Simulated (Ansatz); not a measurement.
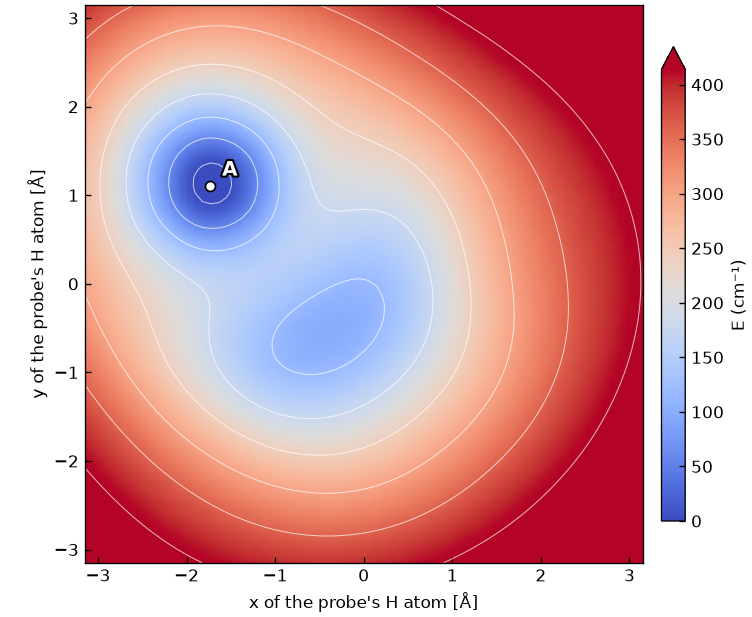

CH₂BFS (SMILES FB=CS) with the probe H. The probe is moved over a plane parallel to the molecule's main plane, 3.02 Å above it. The first coordinate is: x of the probe's H atom; the second: y of the probe's H atom. Nothing is relaxed (molecule and probe rigid). The scan uses a 15 × 15 grid. Points are written as (first, second). All energies are given in cm⁻¹ relative to the lowest grid point. Level of theory: UKS CAM-B3LYP-D4/def2-SVPD in Ansatz 0.2.0.

In the figure: a smooth colour map with a few white contour lines, one colour for all values above the top of the scale, the point A. Between grid points the surface is interpolated.

> What is the easiest way out of the well at A, and how high is the barrier?

The easiest path leads from the well at about (−1.73 Å, 1.11 Å) to the well at (−0.45 Å, −0.45 Å) [nearest 1 H at 2.54 Å], about 116 cm⁻¹ higher. Its highest point lies about 173 cm⁻¹ above the bottom of the first well on the interpolated surface, at about (−1.08 Å, 0.16 Å). Seen from the upper well the barrier is about 56 cm⁻¹. This is the barrier on the constrained surface; relaxing the other coordinates would change it.

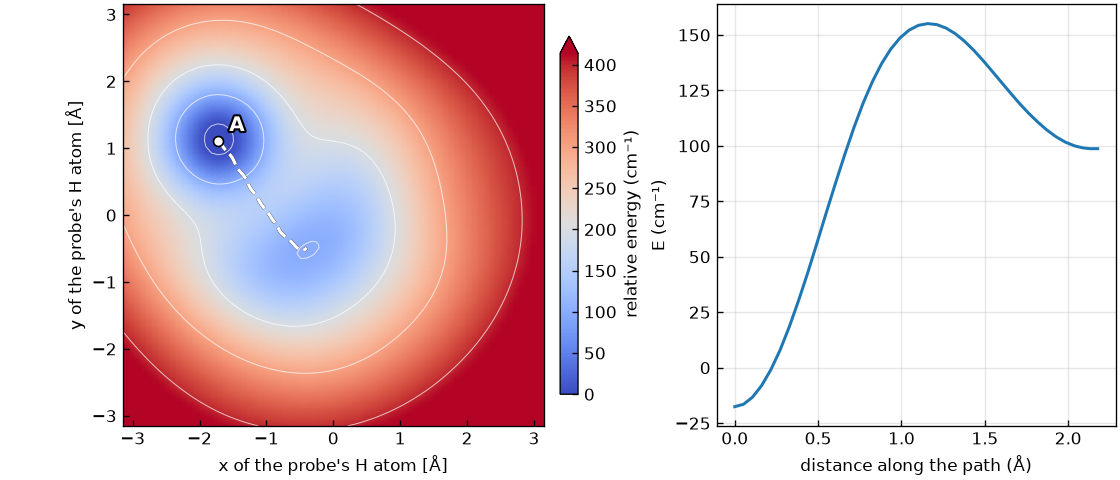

In the figure: a smooth colour map with a few white contour lines, a line along the lowest path, one colour for all values above the top of the scale, the energy along the path at the right. Between grid points the surface is interpolated.
